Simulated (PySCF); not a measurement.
System: C$_{3}$H$_{10}$NSi$_{2}$ (doublet).

| atom | x (Å) | y (Å) | z (Å) |
| --- | --- | --- | --- |
| C | 2.6745 | 0.0892 | 0.1641 |
| Si | 1.0275 | 0.1309 | -0.6444 |
| C | -0.1388 | -1.3132 | -0.1458 |
| C | -1.5718 | -0.7890 | -0.1095 |
| Si | -1.5627 | 0.9908 | 0.5612 |
| N | 0.0151 | 1.3988 | -0.0097 |
| H | 3.5270 | -0.3735 | -0.2977 |
| H | 2.8484 | 0.4709 | 1.1544 |
| H | 1.1322 | 0.2413 | -2.1080 |
| H | 0.1440 | -1.6670 | 0.8461 |
| H | -0.0451 | -2.1616 | -0.8236 |
| H | -1.9767 | -0.7839 | -1.1227 |
| H | -2.2079 | -1.4532 | 0.4771 |
| H | -2.5858 | 1.8496 | -0.0431 |
| H | -1.6516 | 1.0412 | 2.0274 |
| H | 0.3642 | 2.3377 | 0.0630 |

Geometry: GFN2-xTB.

Level of theory: UKS B3LYP, pcH-1 on C H N Si, non-relativistic, mean-field spin-orbit, GIAO (PySCF).

### Predict the electron density, electron localisation function and spin density between the atoms.

Si–N (1.73 Å): ρ at the midpoint is about 1.1 e/Å³; the ELF peaks at about 0.90 between the atoms, as expected for a shared but strongly polarised pair.
N–H (1.00 Å): ρ is about 2.8 e/Å³ halfway; the ELF climbs to about 1 towards the hydrogen, as it does in any bond to H (a covalent bond by its length).
C–Si (1.90 Å): the density is about 0.93 e/Å³ at the midpoint; the ELF peaks at about 0.95 between the atoms; localised, covalent bonding.
The unpaired spin (1 electron) lies mostly on C1 (about 0.7) and Si2 (about 0.1), in electrons by Hirshfeld's partition.

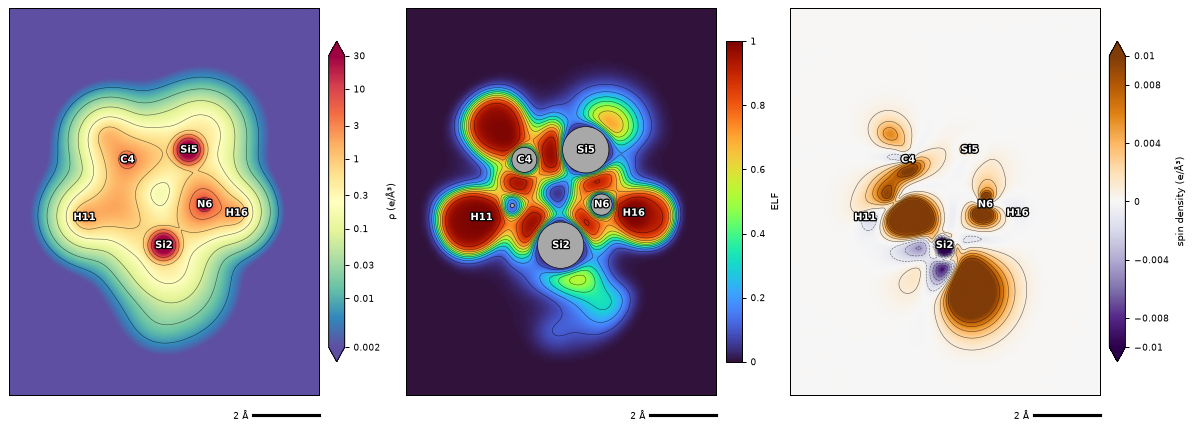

Computed electron density, electron localisation function and spin density on the plane of atoms Si2, N6 and H16, in this order. Grey discs cover the atomic cores in the ELF map. 
